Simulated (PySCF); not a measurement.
Spin–spin coupling calculation of C3H11NSi2

System: C3H11NSi2, SMILES CNC1[SiH2]C[SiH2]1.
Method: BHandHLYP/6-31G* indirect spin-spin coupling, non-relativistic, gas phase (PySCF 2.14.0).

Some settings of this run were made unusual or wrong on purpose. The geometry comes from this level: GFN2-xTB. Figures and captions count atoms from 1; the log counts them from 0 in places.

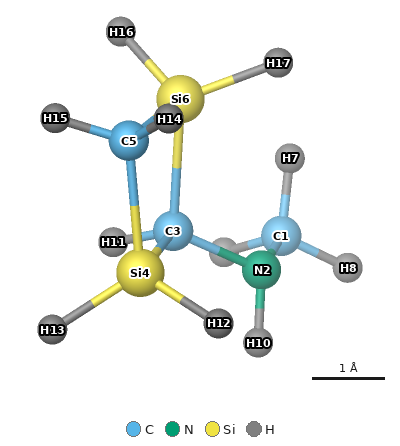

**Figure 1.** The structure as given in the input (ball-and-stick view, seen at a tilt; atoms are numbered from 1 in the order of the input). Bond lengths as drawn: C–H 1.09 to 1.11 Å, C–N 1.45 to 1.46 Å, C–Si 1.92 to 1.93 Å, H–N 1.02 Å and H–Si 1.46 to 1.47 Å.

What the run reported

```json
{"quantity": "outcome", "value": "converged"}
{"quantity": "total energy", "value": "−754.532664 hartree"}
{"quantity": "HOMO", "value": "−7.30 eV"}
{"quantity": "LUMO", "value": "1.04 eV"}
{"quantity": "dipole moment", "value": "0.96 D"}
{"quantity": "hardware", "value": "1 CPU thread, shared host"}
{"quantity": "wall time", "value": "20 s"}
{"quantity": "peak memory", "value": "0.7 GiB"}
```

Diagnosis

Some settings of this run were drawn to be unusual or wrong; see grid = 0. It converged; results that depend on the unusual settings are not reference values.

Input file
```
{"job": {"kind": "j", "xc": "BHandHLYP", "basis": "6-31G*", "grid": 0, "scf": {"max_cycle": 54}}, "charge": 0, "multiplicity": 1}
C      2.499755     0.033782     0.248177
N      1.372855    -0.504213    -0.480514
C      0.183237     0.329610    -0.371168
Si    -1.370666    -0.303222    -1.321141
C     -2.337482    -0.138627     0.323865
Si    -0.738195     0.219056     1.323513
H      2.236791     0.076319     1.306295
H      3.358758    -0.624997     0.123378
H      2.783941     1.050109    -0.071956
H      1.627485    -0.611270    -1.459278
H      0.419229     1.377537    -0.635998
H     -1.221056    -1.673365    -1.808051
H     -1.821303     0.564404    -2.416008
H     -2.891992    -1.020163     0.631832
H     -3.044635     0.686935     0.326941
H     -0.754367     1.454311     2.115931
H     -0.309355    -0.904176     2.154272
```

The first line tells a small driver script what to run in PySCF; the rest is the geometry in Å.

Launched with:
```bash
OMP_NUM_THREADS=1 python <driver script> task.json out
```

The program's output
```
final grid: 14392 points
cycle   1  E = -754.4867513145  dE =  5.365e-01  |g| = 3.957e-01  |ddm| = 3.518e+00
cycle   2  E = -754.5048860159  dE = -1.813e-02  |g| = 3.214e-01  |ddm| = 7.170e-01
cycle   3  E = -754.5319973066  dE = -2.711e-02  |g| = 4.903e-02  |ddm| = 3.868e-01
cycle   4  E = -754.5326211466  dE = -6.238e-04  |g| = 1.280e-02  |ddm| = 5.775e-02
cycle   5  E = -754.5326592892  dE = -3.814e-05  |g| = 4.254e-03  |ddm| = 1.647e-02
cycle   6  E = -754.5326638092  dE = -4.520e-06  |g| = 6.513e-04  |ddm| = 4.565e-03
cycle   7  E = -754.5326639473  dE = -1.381e-07  |g| = 2.640e-04  |ddm| = 1.249e-03
cycle   8  E = -754.5326639694  dE = -2.214e-08  |g| = 5.196e-05  |ddm| = 4.348e-04
cycle   9  E = -754.5326639710  dE = -1.548e-09  |g| = 1.594e-05  |ddm| = 1.855e-04
cycle  10  E = -754.5326639711  dE = -1.046e-10  |g| = 5.952e-06  |ddm| = 4.366e-05
converged SCF energy = -754.5326639711

Indirect spin-spin couplings (Hz)
  i      j    bonds     total        FC       PSO       DSO        SD
  0 C    1 N    1    -11.417   -10.965     0.147    -0.085    -0.514
  0 C    2 C    2     -3.370    -3.129    -0.258     0.016         -
  0 C    3 Si   3     -7.888    -7.771    -0.082     0.046    -0.081
  0 C    5 Si   3     -1.344    -1.338    -0.012    -0.004     0.010
  0 C    6 H    1    153.327   151.951     0.556     0.820         -
  0 C    7 H    1    152.429   151.079     0.610     0.740         -
  0 C    8 H    1    147.920   146.512     0.624     0.783         -
  0 C    9 H    2     -2.179    -2.091     0.260    -0.348         -
  0 C   10 H    3      4.420     4.351    -0.028     0.097         -
  0 C   11 H    4     -0.334    -0.266     0.133    -0.200         -
  0 C   12 H    4      0.541     0.655     0.123    -0.238         -
  0 C   15 H    4     -0.161    -0.116     0.010    -0.055         -
  0 C   16 H    4      0.360     0.323    -0.022     0.059         -
  1 N    2 C    1     -8.746    -8.042    -0.055    -0.115    -0.534
  1 N    3 Si   2      0.966     1.058    -0.101     0.006     0.002
  1 N    4 C    3     -2.778    -2.822     0.026     0.016     0.001
  1 N    5 Si   2      2.399     2.540    -0.164     0.006     0.017
  1 N    6 H    2     -1.401    -1.265    -0.160     0.030    -0.006
  1 N    7 H    2     -1.478    -1.427    -0.125     0.061     0.013
  1 N    8 H    2      0.003     0.047    -0.144     0.091     0.009
  1 N    9 H    1    -72.702   -69.770    -2.465    -0.444    -0.024
  1 N   10 H    2     -2.527    -2.338    -0.214     0.021     0.004
  1 N   11 H    3     -1.548    -1.493    -0.011    -0.062     0.018
  1 N   12 H    3     -0.619    -0.690    -0.031     0.094     0.007
  1 N   13 H    4     -1.372    -1.437    -0.018     0.078     0.005
  1 N   14 H    4      0.738     0.663    -0.044     0.128    -0.009
  1 N   15 H    3     -1.107    -1.180    -0.036     0.103     0.006
  1 N   16 H    3     -0.788    -0.757     0.013    -0.056     0.012
  2 C    3 Si   1    -61.685   -59.961    -0.119    -0.126    -1.479
  2 C    4 C    2     12.741    12.764    -0.076     0.053         -
  2 C    5 Si   1    -66.203   -64.492    -0.150    -0.128    -1.434
  2 C    6 H    3      1.250     1.136    -0.031     0.145         -
  2 C    7 H    3     11.269    11.445     0.257    -0.434         -
  2 C    8 H    3      3.635     3.539    -0.008     0.104         -
  2 C    9 H    2     -3.400    -3.531     0.270    -0.139         -
  2 C   10 H    1    139.970   137.823     0.875     1.272         -
  2 C   11 H    2      1.695     1.801     0.015    -0.121         -
  2 C   12 H    2      4.524     4.649     0.007    -0.132         -
  2 C   13 H    3      8.085     8.302     0.063    -0.279         -
  2 C   14 H    3      1.388     1.490     0.044    -0.146         -
  2 C   15 H    2      4.686     4.814     0.007    -0.135         -
  2 C   16 H    2      1.430     1.548     0.008    -0.127         -
  3 Si   4 C    1    -52.172   -51.108     0.270    -0.098    -1.236
  3 Si   5 Si   2    -12.290   -12.293    -0.145     0.008     0.141
  3 Si   7 H    4     -1.491    -1.518    -0.139     0.187    -0.020
  3 Si   8 H    4      0.419     0.476    -0.110     0.143    -0.089
  3 Si   9 H    3     -3.631    -3.665     0.066    -0.062     0.031
  3 Si  10 H    2      6.660     6.785    -0.009     0.029    -0.145
  3 Si  11 H    1   -194.042  -194.440     1.075    -0.307    -0.370
  3 Si  12 H    1   -183.068  -183.499     1.044    -0.291    -0.322
  3 Si  13 H    2      8.201     8.311     0.016     0.112    -0.237
  3 Si  14 H    2      8.522     8.600     0.024     0.094    -0.197
  3 Si  15 H    3     -5.757    -6.111     0.051     0.263     0.040
  3 Si  16 H    3     -0.170    -0.465     0.071     0.178     0.046
  4 C    5 Si   1    -50.586   -49.395     0.192    -0.099    -1.285
  4 C    6 H    5     -0.327    -0.199     0.051    -0.179         -
  4 C    7 H    5     -0.226    -0.114     0.141    -0.253         -
  4 C    8 H    5     -0.228    -0.126     0.120    -0.223         -
  4 C    9 H    4     -0.230    -0.083     0.158    -0.305         -
  4 C   10 H    3      1.946     2.032     0.072    -0.157         -
  4 C   11 H    2      2.583     2.743     0.056    -0.216         -
  4 C   12 H    2      3.710     3.883     0.063    -0.236         -
  4 C   13 H    1    143.138   140.796     1.452     0.890         -
  4 C   14 H    1    142.054   139.618     1.533     0.904         -
  4 C   15 H    2      3.652     3.817     0.060    -0.225         -
  4 C   16 H    2      2.785     2.933     0.044    -0.191         -
  5 Si   7 H    4     -0.348    -0.412    -0.123     0.174     0.014
  5 Si   8 H    4     -0.593    -0.612    -0.048     0.070    -0.004
  5 Si   9 H    3    -12.992   -13.072    -0.198     0.327    -0.049
  5 Si  10 H    2      5.574     5.707    -0.013     0.024    -0.144
  5 Si  11 H    3     -0.227    -0.520     0.066     0.181     0.046
  5 Si  12 H    3     -5.755    -6.106     0.050     0.262     0.040
  5 Si  13 H    2      7.971     8.081     0.011     0.106    -0.228
  5 Si  14 H    2      8.311     8.417     0.008     0.091    -0.206
  5 Si  15 H    1   -183.254  -183.705     1.076    -0.300    -0.325
  5 Si  16 H    1   -197.162  -197.560     1.098    -0.320    -0.380
  6 H    7 H    2    -18.452   -17.349     1.274    -2.377         -
  6 H    8 H    2    -15.045   -14.106     1.180    -2.118         -
  6 H    9 H    3     13.680    14.977     2.195    -3.492         -
  6 H   10 H    4      0.883     0.914     0.129    -0.159         -
  6 H   11 H    5     -0.350     0.009     0.417    -0.776         -
  6 H   12 H    5     -0.557     0.026     0.461    -1.045         -
  6 H   13 H    6     -0.405     0.015     0.275    -0.695         -
  6 H   14 H    6     -0.499     0.003     0.352    -0.854         -
  6 H   15 H    5      0.508     0.300    -0.433     0.641         -
  6 H   16 H    5      0.764    -0.066    -0.780     1.610         -
  7 H    8 H    2    -14.378   -13.272     1.309    -2.415         -
  7 H    9 H    3      2.224     2.482     0.158    -0.416         -
  7 H   10 H    4     -1.151    -0.569     0.948    -1.530         -
  7 H   11 H    5     -0.277    -0.093     0.347    -0.531         -
  7 H   12 H    5     -0.347     0.138     0.461    -0.947         -
  7 H   13 H    6     -0.281     0.126     0.443    -0.850         -
  7 H   14 H    6     -0.533    -0.022     0.558    -1.069         -
  7 H   15 H    5     -0.530    -0.046     0.471    -0.955         -
  7 H   16 H    5     -0.161    -0.075     0.258    -0.343         -
  8 H    9 H    3      1.555     1.980     0.353    -0.779         -
  8 H   10 H    4      1.675     0.947    -1.018     1.746         -
  8 H   11 H    5     -0.287     0.124     0.479    -0.891         -
  8 H   12 H    5     -0.340    -0.064     0.219    -0.495         -
  8 H   13 H    6     -0.526    -0.018     0.525    -1.033         -
  8 H   14 H    6     -0.394    -0.008     0.376    -0.762         -
  8 H   16 H    5     -0.350     0.004     0.414    -0.767         -
  9 H   10 H    3      1.554     1.758     0.334    -0.538         -
  9 H   11 H    4      0.521     0.104    -0.471     0.888         -
  9 H   13 H    5     -0.412     0.167     0.564    -1.143         -
  9 H   14 H    5     -0.721    -0.034     0.673    -1.360         -
  9 H   15 H    4      1.227     2.072     0.825    -1.670         -
  9 H   16 H    4     -1.079    -0.550     0.868    -1.398         -
 10 H   11 H    3      2.187     3.428     0.638    -1.879         -
 10 H   12 H    3      3.489     3.403    -0.232     0.319         -
 10 H   13 H    4     -3.003    -2.082     0.872    -1.793         -
 10 H   14 H    4      2.400     2.629     0.179    -0.409         -
 10 H   15 H    3      2.520     2.442    -0.226     0.303         -
 10 H   16 H    3      2.380     3.639     0.654    -1.913         -
 11 H   12 H    2     12.380    14.127     0.131    -1.878         -
 11 H   13 H    3      4.944     5.015    -0.087     0.016         -
 11 H   14 H    3      3.706     5.010     0.655    -1.959         -
 11 H   15 H    4     -0.792     0.457     0.442    -1.692         -
 11 H   16 H    4      0.597     0.895     0.054    -0.352         -
 12 H   13 H    3      1.184     2.279     0.550    -1.645         -
 12 H   14 H    3      4.698     4.756    -0.102     0.044         -
 12 H   15 H    4      2.410     3.121     0.248    -0.959         -
 12 H   16 H    4     -0.811     0.437     0.441    -1.689         -
 13 H   14 H    2    -22.842   -22.481     1.544    -1.905         -
 13 H   15 H    3      1.055     2.132     0.537    -1.613         -
 13 H   16 H    3      5.064     5.086    -0.120     0.099         -
 14 H   15 H    3      4.695     4.739    -0.108     0.065         -
 14 H   16 H    3      3.779     5.050     0.645    -1.916         -
 15 H   16 H    2     12.478    14.232     0.110    -1.864         -
```
